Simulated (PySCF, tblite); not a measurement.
**C₆H₉BCl₂O: geometry, infrared bands and NMR shifts**

Aim: predict the infrared bands and NMR shifts of C₆H₉BCl₂O (`CC#CC[C@@H](OC)B(Cl)Cl`).

The runs use tblite 0.8.0 and PySCF 2.14.0, with density-fitted response routines of our own; the level of theory stands in each step. All values are computed, except where a source is named. Atoms count from 0, in the outputs and in this text.

## 1. The molecule as given

19 atoms, charge 0, multiplicity 1; geometry from: force field or distance geometry start.

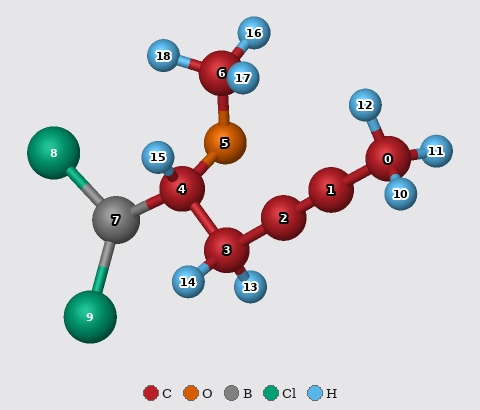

The starting geometry (carbon red, oxygen orange, boron grey, chlorine teal, hydrogen blue), atoms numbered; sticks join atoms by distance.

## 2. Relaxing the molecule with GFN2-xTB

What the job is given:

```
{"job": {"kind": "relax", "xc": "GFN2-xTB", "basis": "xTB"}, "charge": 0, "multiplicity": 1}
C      3.295500     1.096200    -0.674700
C      2.138500     0.207700    -0.456200
C      1.215200    -0.557600    -0.245300
C      0.089500    -1.455800    -0.005800
C     -1.158700    -0.621400     0.082200
O     -1.386800     0.073900    -1.105600
C     -1.359600     1.439600    -0.771200
B     -2.423300    -1.527100     0.419800
Cl    -4.040500    -0.673200     0.617300
Cl    -2.131800    -3.228500     1.076800
H      4.204600     0.719500    -0.199700
H      3.401000     1.160900    -1.776700
H      2.999400     2.081100    -0.217800
H      0.031500    -2.245000    -0.780500
H      0.226800    -1.919000     1.017000
H     -1.034000     0.094000     0.922000
H     -1.530800     2.076300    -1.649600
H     -0.365200     1.665100    -0.348000
H     -2.181200     1.622300    -0.049600
```

On the command line:

```bash
$ OMP_NUM_THREADS=1 python probes_run.py task.json out
```

The driver reads the jobs from task.json and runs them one after another.

What it wrote:

```text
step      E/eV     max force
  0    -865.14039    2.170
  1    -865.39629    4.159
  2    -865.51430    3.754
  3    -865.70259    0.570
  4    -865.73989    0.530
  5    -865.78004    0.436
  6    -865.80312    0.483
  7    -865.82686    0.363
  8    -865.84424    0.486
  9    -865.86332    0.443
 10    -865.87819    0.410
 11    -865.88914    0.265
 12    -865.89594    0.184
 13    -865.90096    0.193
 14    -865.90560    0.172
 15    -865.91030    0.174
 16    -865.91503    0.177
 17    -865.91922    0.150
 18    -865.92229    0.122
 19    -865.92463    0.108
 20    -865.92661    0.111
 21    -865.92815    0.106
 22    -865.92927    0.079
 23    -865.93013    0.073
 24    -865.93087    0.075
 25    -865.93145    0.067
 26    -865.93184    0.045
 27    -865.93210    0.039
 28    -865.93234    0.042
 29    -865.93254    0.041
 30    -865.93269    0.038
 31    -865.93280    0.026
 32    -865.93291    0.032
 33    -865.93304    0.034
 34    -865.93317    0.023
 35    -865.93328    0.024
 36    -865.93339    0.027
 37    -865.93352    0.035
 38    -865.93372    0.036
 39    -865.93395    0.035
 40    -865.93419    0.037
 41    -865.93441    0.036
 42    -865.93466    0.035
 43    -865.93498    0.039
 44    -865.93530    0.041
 45    -865.93554    0.033
 46    -865.93572    0.031
 47    -865.93590    0.039
 48    -865.93615    0.042
 49    -865.93647    0.043
 50    -865.93680    0.041
 51    -865.93715    0.049
 52    -865.93763    0.057
 53    -865.93843    0.069
 54    -865.93985    0.082
 55    -865.94180    0.126
 56    -865.94385    0.130
 57    -865.94654    0.118
 58    -865.94301    0.263
 59    -865.94962    0.113
 60    -865.95083    0.102
 61    -865.95347    0.116
 62    -865.95436    0.088
 63    -865.95569    0.143
 64    -865.95748    0.103
 65    -865.95913    0.113
 66    -865.96058    0.070
 67    -865.96122    0.075
 68    -865.96215    0.085
 69    -865.96310    0.082
 70    -865.96429    0.076
 71    -865.96522    0.065
 72    -865.96620    0.125
 73    -865.96729    0.096
 74    -865.96864    0.093
 75    -865.97041    0.089
 76    -865.97251    0.110
 77    -865.97455    0.178
 78    -865.96395    0.486
 79    -865.97681    0.110
 80    -865.97797    0.092
 81    -865.97219    0.489
 82    -865.98100    0.069
 83    -865.98237    0.068
 84    -865.97907    0.377
 85    -865.98456    0.060
 86    -865.98554    0.063
 87    -865.98662    0.227
 88    -865.98842    0.081
 89    -865.98964    0.060
 90    -865.99428    0.091
 91    -865.99570    0.087
 92    -865.99687    0.077
 93    -865.99741    0.082
 94    -865.99817    0.066
 95    -865.99861    0.059
 96    -865.99916    0.049
 97    -865.99958    0.046
 98    -866.00029    0.051
 99    -866.00081    0.045
100    -866.00116    0.034
101    -866.00141    0.032
102    -866.00170    0.036
103    -866.00197    0.055
104    -866.00211    0.089
105    -866.00222    0.038
106    -866.00232    0.036
107    -866.00256    0.022
108    -866.00264    0.019
109    -866.00269    0.018
110    -866.00273    0.013
111    -866.00276    0.015
112    -866.00279    0.014
113    -866.00281    0.013
114    -866.00283    0.015
115    -866.00286    0.012
116    -866.00288    0.013
117    -866.00291    0.014
118    -866.00293    0.015
119    -866.00296    0.016
120    -866.00298    0.010
121    -866.00299    0.009
```

Run time: 2 s. Hardware: 1 thread of Arm Neoverse N1, shared host.

The steps of the relaxation: (not every step is listed)

| step | energy from step 0 (eV) | largest force (eV/Å) |
| --- | --- | --- |
| 0 | 0.0000 | 2.1699 |
| 1 | -0.2559 | 4.1586 |
| 2 | -0.3739 | 3.7543 |
| 3 | -0.5622 | 0.5699 |
| 4 | -0.5995 | 0.5304 |
| 5 | -0.6396 | 0.4362 |
| 6 | -0.6627 | 0.4830 |
| 7 | -0.6865 | 0.3627 |
| 8 | -0.7038 | 0.4864 |
| 18 | -0.7819 | 0.1222 |
| 28 | -0.7919 | 0.0423 |
| 38 | -0.7933 | 0.0362 |
| 48 | -0.7958 | 0.0422 |
| 58 | -0.8026 | 0.2632 |
| 68 | -0.8218 | 0.0852 |
| 78 | -0.8236 | 0.4859 |
| 88 | -0.8480 | 0.0806 |
| 98 | -0.8599 | 0.0508 |
| 108 | -0.8623 | 0.0188 |
| 116 | -0.8625 | 0.0130 |
| 117 | -0.8625 | 0.0137 |
| 118 | -0.8625 | 0.0146 |
| 119 | -0.8626 | 0.0162 |
| 120 | -0.8626 | 0.0103 |
| 121 | -0.8626 | 0.0085 |

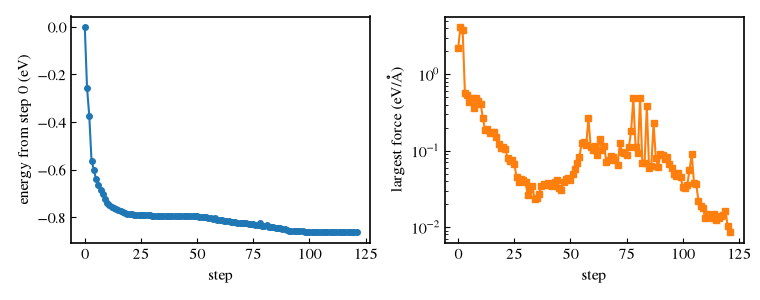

Energy and largest force along the relaxation.

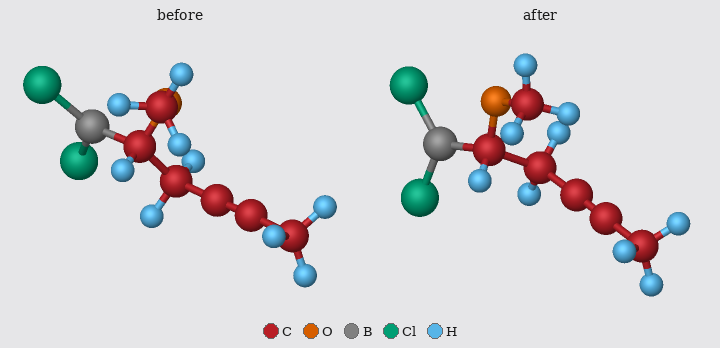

Before and after, at one scale.

Close pairs (by a distance rule), those that changed most:

| bond | before (Å) | after (Å) | change (Å) |
| --- | --- | --- | --- |
| B7–Cl8 | 1.839 | 1.699 | -0.140 |
| B7–Cl9 | 1.847 | 1.719 | -0.128 |
| C3–C4 | 1.504 | 1.560 | +0.056 |
| C3–H14 | 1.131 | 1.093 | -0.038 |
| C0–H12 | 1.125 | 1.090 | -0.036 |
| C0–C1 | 1.475 | 1.447 | -0.028 |
| C4–O5 | 1.395 | 1.419 | +0.024 |
| C0–H11 | 1.109 | 1.090 | -0.019 |

The next job starts from the end point, and lists it.

## 3. Vibrational analysis with GFN2-xTB

What the job is given:

```
{"job": {"kind": "ir", "xc": "GFN2-xTB", "basis": "xTB"}, "charge": 0, "multiplicity": 1}
C      3.282057     1.064779    -0.376675
C      2.098654     0.232510    -0.373425
C      1.119231    -0.458659    -0.393017
C     -0.067047    -1.290842    -0.375511
C     -1.295749    -0.576646     0.266712
O     -1.975343     0.258649    -0.657389
C     -1.299377     1.445507    -0.997407
B     -2.346002    -1.638884     0.868974
Cl    -3.949466    -1.702617     0.311102
Cl    -1.831158    -2.724690     2.097504
H      4.104019     0.548550     0.118501
H      3.574935     1.293807    -1.401090
H      3.082454     1.997518     0.150386
H     -0.338462    -1.576129    -1.395281
H      0.155154    -2.197609     0.192588
H     -0.904447     0.047561     1.092352
H     -1.988981     2.013241    -1.619276
H     -0.378807     1.246641    -1.554002
H     -1.051469     2.026565    -0.100760
```

What it wrote:

```text
mode    cm-1     km/mol
  1     -24.5      0.01
  2      15.8      0.11
  3      38.1      0.17
  4      77.7      0.91
  5      86.9      1.66
  6     118.4      0.85
  7     153.2      1.55
  8     198.6      1.65
  9     219.1      6.59
 10     235.4      4.57
 11     257.0      1.01
 12     299.0      3.12
 13     304.1      0.76
 14     366.5      2.94
 15     384.8     12.03
 16     405.0      3.30
 17     494.8      5.79
 18     654.9     12.64
 19     786.7    120.46
 20     800.7      3.11
 21     857.9     12.18
 22     932.7     61.29
 23     999.8      2.89
 24    1012.4     79.37
 25    1026.7      5.16
 26    1036.9     36.44
 27    1100.0     64.29
 28    1133.5      5.78
 29    1153.1      7.06
 30    1164.0      1.79
 31    1204.2     25.19
 32    1216.8     19.29
 33    1294.5      2.82
 34    1307.8      7.69
 35    1391.8      2.33
 36    1404.1      1.95
 37    1431.5      1.62
 38    1456.4      4.84
 39    1457.9      5.23
 40    1465.2      5.61
 41    1486.9      6.34
 42    2416.3      4.13
 43    2792.7     36.78
 44    2909.0     43.16
 45    2949.1     30.94
 46    2957.2     25.76
 47    2968.5     21.42
 48    3002.6     23.74
 49    3003.5     23.08
 50    3011.3     33.49
 51    3024.9     18.63
```

Run time: 1.5 s. Hardware: 1 thread of Arm Neoverse N1, shared host.

The strongest bands and the atoms that carry them (share of the mass-weighted mode):

| cm⁻¹ | km/mol | atoms |
| --- | --- | --- |
| 787 | 120.5 | B7 83 % |
| 933 | 61.3 | B7 40 %, C4 19 %, C3 15 % |
| 1012 | 79.4 | C4 21 %, B7 16 %, H11 13 %, H10 12 % |
| 1037 | 36.4 | H10 21 %, H11 18 %, C0 11 %, C4 10 % |
| 1100 | 64.3 | O5 47 %, C6 23 %, C4 15 % |
| 2793 | 36.8 | H15 93 % |
| 2909 | 43.2 | H18 88 % |
| 3011 | 33.5 | H10 43 %, H11 28 %, H12 26 % |

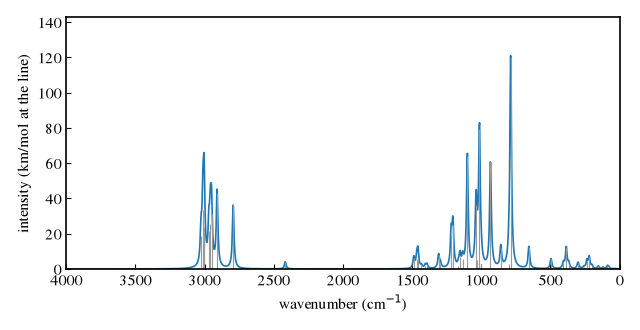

The infrared spectrum from these modes, unscaled. Lines are broadened to a width of 14 cm⁻¹ (Lorentzian).

## 4. NMR shieldings: PBE0/pcSseg-1

Same as in step 3 but for these lines:

```diff
@@ -1,2 +1,2 @@
-{"job": {"kind": "ir", "xc": "GFN2-xTB", "basis": "xTB"}, "charge": 0, "multiplicity": 1}
+{"job": {"kind": "nmr", "xc": "PBE0", "basis": "pcSseg-1"}, "charge": 0, "multiplicity": 1}
 C      3.282057     1.064779    -0.376675
```

Level: GIAO PBE0/pcSseg-1 NMR shielding, non-relativistic, gas phase.

What it wrote:

```text
coarse grid: 17520 points
cycle   1  E = -1253.5987568764  dE =  1.374e+00  |g| = 6.256e-01  |ddm| = 4.377e+00
cycle   2  E = -1253.5450175158  dE =  5.374e-02  |g| = 8.413e-01  |ddm| = 1.539e+00
cycle   3  E = -1253.6823264481  dE = -1.373e-01  |g| = 1.133e-01  |ddm| = 9.362e-01
cycle   4  E = -1253.6845838038  dE = -2.257e-03  |g| = 3.956e-02  |ddm| = 1.378e-01
cycle   5  E = -1253.6848461549  dE = -2.624e-04  |g| = 2.200e-02  |ddm| = 5.095e-02
cycle   6  E = -1253.6849542966  dE = -1.081e-04  |g| = 6.097e-03  |ddm| = 2.090e-02
cycle   7  E = -1253.6849628907  dE = -8.594e-06  |g| = 1.312e-03  |ddm| = 6.232e-03
final grid: 161504 points
cycle   8  E = -1253.7523064987  dE = -5.152e-05  |g| = 1.212e-02  |ddm| = 5.137e-02
cycle   9  E = -1253.7522843543  dE =  2.214e-05  |g| = 1.646e-02  |ddm| = 2.088e-02
cycle  10  E = -1253.7523336418  dE = -4.929e-05  |g| = 1.887e-03  |ddm| = 1.246e-02
cycle  11  E = -1253.7523343116  dE = -6.697e-07  |g| = 4.544e-04  |ddm| = 2.128e-03
cycle  12  E = -1253.7523343461  dE = -3.447e-08  |g| = 2.458e-04  |ddm| = 5.411e-04
cycle  13  E = -1253.7523343601  dE = -1.406e-08  |g| = 4.966e-05  |ddm| = 2.099e-04
cycle  14  E = -1253.7523343607  dE = -5.684e-10  |g| = 1.041e-05  |ddm| = 5.699e-05
converged SCF energy = -1253.7523343607

GIAO shielding tensors (ppm)
atom      isotropic    diamagn.    paramagn.     s11        s22        s33       span
  0 C      182.175     253.832     -71.657    174.733    175.006    196.787     22.054
  1 C      100.671     269.078    -168.407     22.275     25.012    254.727    232.452
  2 C       99.286     259.657    -160.371      5.908     16.157    275.792    269.884
  3 C      159.861     256.108     -96.247    144.966    158.457    176.159     31.193
  4 C      100.279     251.135    -150.856     81.310     92.657    126.871     45.561
  5 O      289.771     394.324    -104.553    245.773    284.405    339.136     93.363
  6 C      124.348     247.407    -123.059     92.597    103.036    177.412     84.815
  7 B       37.956     191.317    -153.361     -1.525     29.897     85.496     87.021
  8 Cl     661.195    1146.458    -485.263    357.309    661.413    964.862    607.553
  9 Cl     695.615    1147.125    -451.510    411.855    744.833    930.158    518.302
 10 H       29.686      27.405       2.281     24.366     27.774     36.917     12.550
 11 H       29.721      28.227       1.495     24.403     28.005     36.756     12.353
 12 H       29.739      31.369      -1.630     24.393     28.578     36.244     11.851
 13 H       29.438      30.619      -1.181     25.169     29.540     33.605      8.436
 14 H       28.925      31.212      -2.287     22.756     29.893     34.125     11.369
 15 H       28.223      33.386      -5.163     26.715     27.745     30.209      3.494
 16 H       27.798      29.275      -1.477     23.253     25.933     34.208     10.955
 17 H       27.110      32.346      -5.236     21.551     27.635     32.143     10.592
 18 H       28.498      31.667      -3.169     24.865     26.686     33.943      9.078
```

Run time: 95 s. Hardware: 1 thread of Arm Neoverse N1, shared host; peak memory 1.1 GiB.

Shifts follow as δ = σ(reference) − σ, with reference shieldings (ppm) from runs at the same level and on the same kind of geometry: ¹H TMS 31.72, ¹³C TMS 186.9, ¹⁷O H2O 336.1, ¹¹B BF3·OEt2 100.1, ³⁵Cl HCl 950. The references are single molecules in the gas phase, so shifts against H2O, NH3, PH3, H3PO4 or CFCl3 are not on the usual liquid scales and can be off by tens of ppm. Atoms listed in one row are averaged.

| atoms | environment | σ (ppm) | δ (ppm) | δ scaled to CDCl3 |
| --- | --- | --- | --- | --- |
| C2 | alkyne carbon | 99.3 | 87.6 | 83.6 |
| C4 | sp3 CH bonded to B and O | 100.3 | 86.6 | 82.7 |
| C1 | alkyne carbon | 100.7 | 86.3 | 82.3 |
| C6 | methyl carbon bonded to O | 124.3 | 62.6 | 59.2 |
| C3 | propargylic sp3 CH2 | 159.9 | 27.1 | 24.5 |
| C0 | propargylic methyl carbon | 182.2 | 4.7 | 2.7 |
| H16, H17, H18 | hydrogen on a methyl carbon bonded to O | 27.80 | 3.92 | 3.80 |
| H15 | hydrogen on an sp3 CH bonded to B and O | 28.22 | 3.49 | 3.40 |
| H14 | hydrogen on a propargylic sp3 CH2 | 28.92 | 2.79 | 2.74 |
| H13 | hydrogen on a propargylic sp3 CH2 | 29.44 | 2.28 | 2.25 |
| H10, H11, H12 | hydrogen on a propargylic methyl carbon | 29.72 | 2.00 | 1.99 |
| O5 | ether oxygen | 289.8 | 46.3 | – |
| B7 | boron bonded to C, 2 Cl | 38.0 | 62.1 | – |
| Cl8, Cl9 | chlorine bonded to B | 678 | 271 | – |

The scaled column applies a straight-line fit of computed shieldings to shifts measured in CDCl3, with any fitted terms for Cl, Br or S neighbours (root-mean-square error 0.16 ppm for H, 1.9 ppm for C).

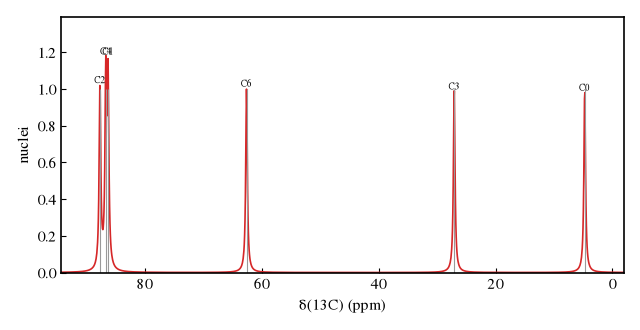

¹³C lines at the computed shifts, without couplings. Lines are broadened to a width of 0.33 ppm (Lorentzian).

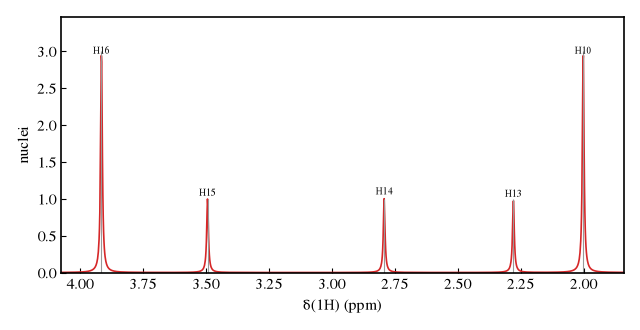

¹H lines at the computed shifts, without couplings. Lines are broadened to a width of 0.01 ppm (Lorentzian).

The run also stored atomic charges by several schemes (e):

| atoms | Mulliken | IAO | Hirshfeld | ESP fit |
| --- | --- | --- | --- | --- |
| C0 | -0.19 | -0.44 | -0.10 | -0.56 |
| C1 | -0.31 | -0.06 | -0.06 | 0.12 |
| C2 | -0.06 | -0.08 | -0.06 | -0.23 |
| C3 | -0.17 | -0.29 | -0.07 | -0.46 |
| C4 | -0.11 | -0.05 | -0.03 | 0.44 |
| O5 | -0.52 | -0.39 | -0.15 | -0.41 |
| C6 | -0.02 | -0.20 | -0.05 | -0.14 |
| B7 | 0.46 | 0.14 | 0.17 | 0.07 |
| Cl8, Cl9 | -0.15 | -0.02 | -0.04 | -0.08 |

IAO charges:

C0 -0.44; C1 -0.06; C2 -0.08; C3 -0.29; C4 -0.05; O5 -0.39; C6 -0.20; B7 0.14; Cl8 0.01; Cl9 -0.04; H10 0.17; H11 0.17; H12 0.17; H13 0.17; H14 0.17; H15 0.14; H16 0.16; H17 0.13; H18 0.12

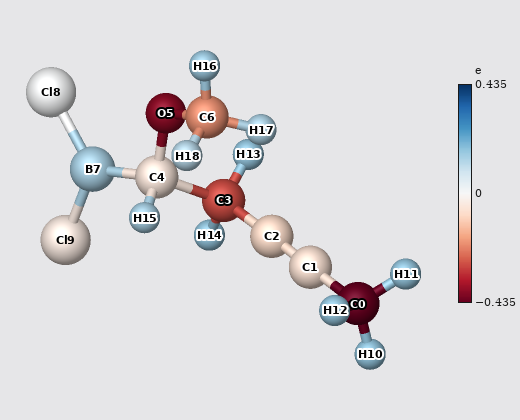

IAO charges, as colours on the atoms.

Mayer bond orders: C0–C1 1.24, C1–C2 2.56, C2–C3 1.18, C3–C4 0.99, C4–O5 0.90, O5–C6 0.93, C4–B7 0.96, B7–Cl8 1.25, B7–Cl9 1.17.

Orbitals, density, ELF and potential are computed afterwards from the orbital file.

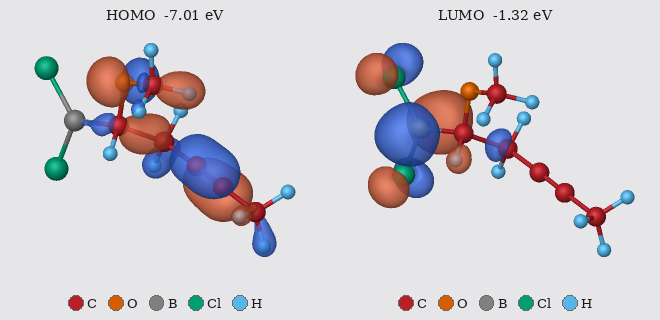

Frontier orbitals at PBE0/pcSseg-1; each surface holds 70 % of the orbital's density, blue and red mark the sign.

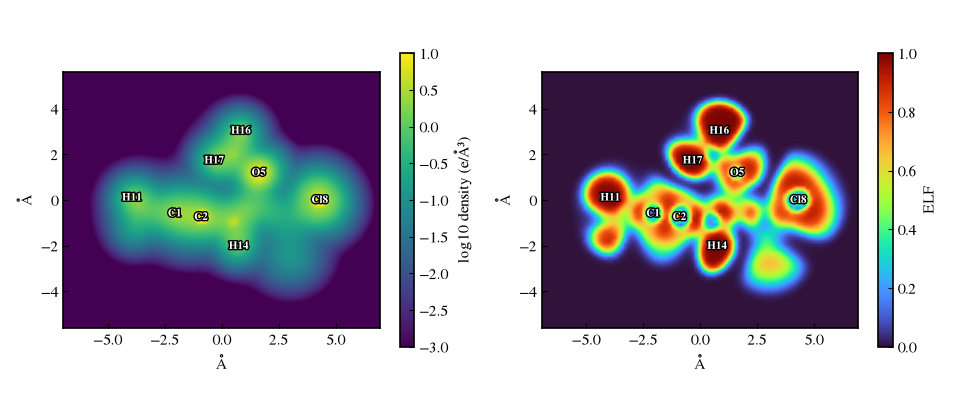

Density (left) and ELF (right) in a plane through or near 8 of the atoms.

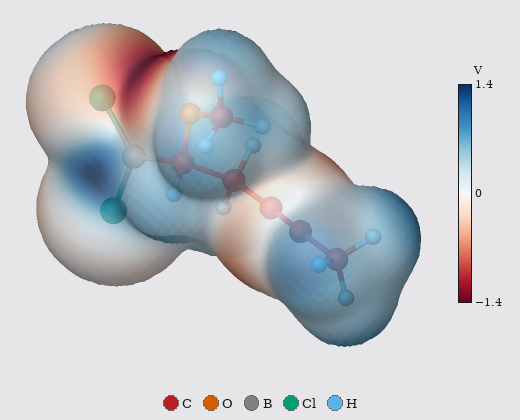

The potential that a unit positive charge feels on the 0.002 e/bohr³ surface, from -1.40 V near O5 to 1.18 V near B7.

## 5. Results

```
                                                                quantity                                  value
                               strongest single infrared mode (GFN2-xTB)                   787 cm⁻¹, 120 km/mol
                                            zero-point energy (GFN2-xTB)                          86.4 kcal/mol
                                  ¹³C shifts against TMS (PBE0/pcSseg-1)  87.6, 86.6, 86.3, 62.6, 27.1, 4.7 ppm
  ¹H shifts against TMS (PBE0/pcSseg-1, means over atoms taken as alike)       3.92, 3.49, 2.79, 2.28, 2.00 ppm
                                  ¹⁷O shifts against H2O (PBE0/pcSseg-1)                               46.3 ppm
                             ¹¹B shifts against BF3·OEt2 (PBE0/pcSseg-1)                               62.1 ppm
³⁵Cl shifts against HCl (PBE0/pcSseg-1, means over atoms taken as alike)                                271 ppm
                                   surface potential, least and greatest                     -1.40 V and 1.18 V
```

Over 121 steps the energy fell by 0.863 eV; of the close pairs, B7–Cl8 changed most, 1.839 to 1.699 Å. The lowest mode is imaginary (24i cm⁻¹), so the xTB geometry is not a minimum. The strongest single mode, at 787 cm⁻¹, moves mainly B7. GFN2-xTB is a fitted tight-binding method: band positions and strengths are rough. Its intensities can rank the bands wrongly. H16, H17, H18 (mean) (hydrogen on a methyl carbon bonded to O) lies farthest downfield among hydrogen, at 3.92 ppm; its carbon carries O, hence the downfield position. At PBE0/pcSseg-1: Shielding is most anisotropic at Cl8, Cl9 (span 563 ppm, paramagnetic term -468 ppm). At PBE0/pcSseg-1, counted by nearest atom on the grid, the HOMO lies on O5 26 %; C1, C2 about 21 % each, the LUMO on B7 58 %; Cl8, Cl9 about 13 % each.
